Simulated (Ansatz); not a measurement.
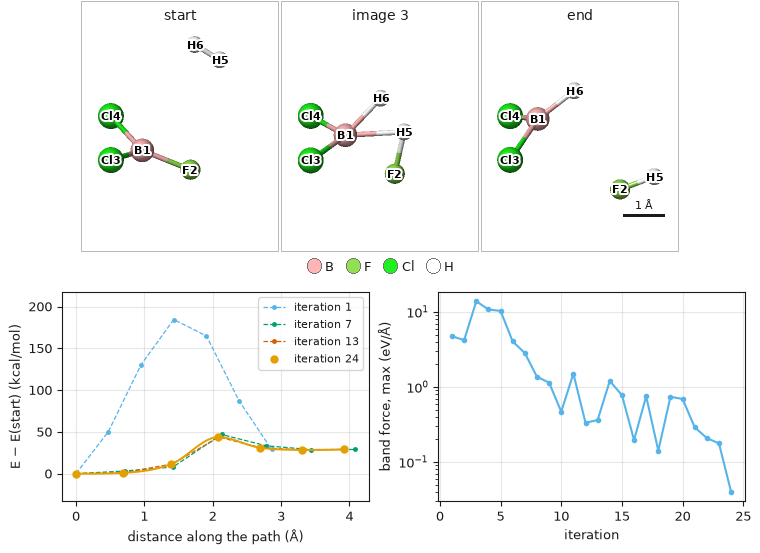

NEB run on BH2Cl2F, made up of BCl2F and H$_{2}$. Images are numbered from 0 (start) to 6 (end). The plot follows the band through its iterations. A ball-and-stick model, seen from a free direction.

All numbers below come from RKS PBE0-D4/def2-SVP in Ansatz 0.2.0. Run with 5 movable images; climbing image.

**How did the profile develop, and is the result final?**

The run is converged, with reservations. The band converged in 24 iterations. The largest component of the band force went from 4.7 to 0.04 eV/Å. The climbing image converged on the top of the path. Its curvatures weren't checked. The largest force component is 0.45 eV/Å at the start and 0.25 eV/Å at the end; an end with forces this large is no minimum, and the barrier measured from it can be far off. The first iteration put the highest image at 184.5 kcal/mol. The highest point, image 3, lies 43.8 kcal/mol above the start and 14.8 kcal/mol above the end; the end is at +29.0 kcal/mol relative to the start.

Limits of the set-up: the start holds two separate molecules, 3.0 Å apart at their closest, whose relative position is a soft coordinate.

Cost: 2.3 min on 2 threads of Arm Neoverse V2, with other jobs on the host.
